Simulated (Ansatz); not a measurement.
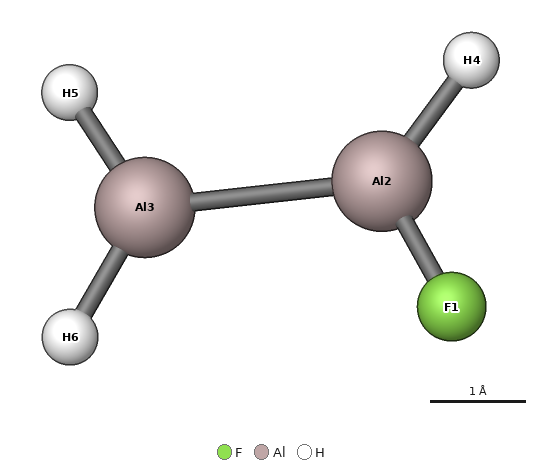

**Figure 1.** The input geometry of the first run (ball-and-stick view, seen at a tilt; atoms are numbered from 1 in the order of the input). Sticks mark near contacts.

# Two runs on Al2H3F

System: Al2H3F.
Method of the first run: RKS PBE-D4/def2-TZVPP (Ansatz 0.2.0).

The geometry comes from this level: PBE0-D4/def2-TZVP. Text and figures count atoms from 1; the logs count them from 0 in places.

**Input, the first run**
```yaml
crystal:
  periodic: [false, false, false]
  atoms:
    - {symbol: F, position_ang: [-0.932396, -2.006723, 1.151419]}
    - {symbol: Al, position_ang: [-0.521637, -1.157851, -0.212548]}
    - {symbol: Al, position_ang: [0.540208, 1.195823, 0.143378]}
    - {symbol: H, position_ang: [-0.840382, -1.915340, -1.573274]}
    - {symbol: H, position_ang: [0.966684, 2.088962, -1.104693]}
    - {symbol: H, position_ang: [0.787523, 1.795127, 1.595718]}
basis:
  gaussian: {orbitals: def2-TZVPP}
hamiltonian: {xc: pbe, dispersion: d4}
```

Command:
```bash
ansatz run in.yaml --threads 2 --pin off --events-out ev --progress --plain --max-ram 4352MiB
```

Hardware: 2 threads of Intel Xeon @ 2.50GHz, 11 GiB of memory available, shared host.

**Output (the first run)**
```
Functional definition: PBE
  parameter kappa = 0.804
  parameter beta = 0.06672455060314922
  exchange = pbe_x(kappa = kappa, mu = beta*pi^2/3)
  correlation = pbe_c(beta = beta)
871 factors; their error is unknown
mean field evaluation 1: about -15948.3497 eV, gradient 4.5e1 eV
mean field evaluation 2: about -15919.3284 eV, gradient 1.4e2 eV
mean field evaluation 4: about -15951.9376 eV, gradient 4.7e0 eV
mean field evaluation 8: about -15951.9940 eV, gradient 1.5e-1 eV
mean field -15951.99406899 eV, -586.2249693855 hartree, gradient 8.5e-5 eV, S^2 0.000000; 0 other end points of the search recorded, 0 dependent functions left out
reference -15951.99411776 eV, -586.2249711778 hartree; 19, 19 occupied and 138, 138 virtual orbitals, 871 factors
Total energy: -15952.07388376 eV, -586.2279025241 hartree
```

For the second run the input was changed thus:
```diff
-    - {symbol: F, position_ang: [-0.932396, -2.006723, 1.151419]}
-    - {symbol: Al, position_ang: [-0.521637, -1.157851, -0.212548]}
-    - {symbol: Al, position_ang: [0.540208, 1.195823, 0.143378]}
-    - {symbol: H, position_ang: [-0.840382, -1.915340, -1.573274]}
-    - {symbol: H, position_ang: [0.966684, 2.088962, -1.104693]}
-    - {symbol: H, position_ang: [0.787523, 1.795127, 1.595718]}
+    - {symbol: F, position_ang: [-1.806948, -1.517584, 0.726007]}
+    - {symbol: Al, position_ang: [-0.478534, -1.173582, -0.208393]}
+    - {symbol: Al, position_ang: [0.552928, 1.177687, 0.148185]}
+    - {symbol: H, position_ang: [-0.037129, -2.346667, -1.187443]}
+    - {symbol: H, position_ang: [0.072828, 2.432848, -0.705951]}
+    - {symbol: H, position_ang: [1.696854, 1.427298, 1.227595]}
```

Predict how the results change.

With the same method and basis, the second run lies 1.0 kcal/mol lower.

**Output (the second run)**
```
Functional definition: PBE
  parameter kappa = 0.804
  parameter beta = 0.06672455060314922
  exchange = pbe_x(kappa = kappa, mu = beta*pi^2/3)
  correlation = pbe_c(beta = beta)
871 factors; their error is unknown
mean field evaluation 1: about -15948.4077 eV, gradient 4.5e1 eV
mean field evaluation 2: about -15919.1220 eV, gradient 1.4e2 eV
mean field evaluation 4: about -15951.9511 eV, gradient 5.6e0 eV
mean field evaluation 8: about -15952.0357 eV, gradient 1.5e-1 eV
mean field evaluation 16: about -15952.0357 eV, gradient 9.3e-6 eV
mean field -15952.03569155 eV, -586.2264989862 hartree, gradient 9.3e-6 eV, S^2 0.000000; 0 other end points of the search recorded, 0 dependent functions left out
reference -15952.03574002 eV, -586.2265007677 hartree; 19, 19 occupied and 138, 138 virtual orbitals, 871 factors
Total energy: -15952.11561461 eV, -586.2294361048 hartree
```

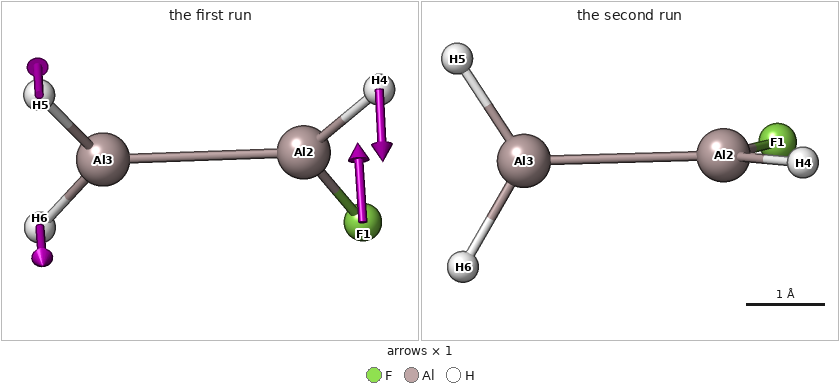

**Figure 2.** The two input geometries at one scale (ball-and-stick view, seen at a tilt). The pink arrows on the first give the shifts of the atoms after the best rigid fit, at true length. The atom that moves furthest after the best rigid fit is F1 (1.09 Å). Largest moves by element: F 1.09 Å, H 1.05 Å, Al 0.05 Å. Among the contacts that change: Al2–Al3 2.607 → 2.592 Å.

**The two runs side by side**

```tsv
quantity	the first run	the second run
outcome	converged	converged
total energy (hartree)	−586.227903	−586.229436
basis functions	157	157
wall time (shared host)	1.4 s	1.4 s
```
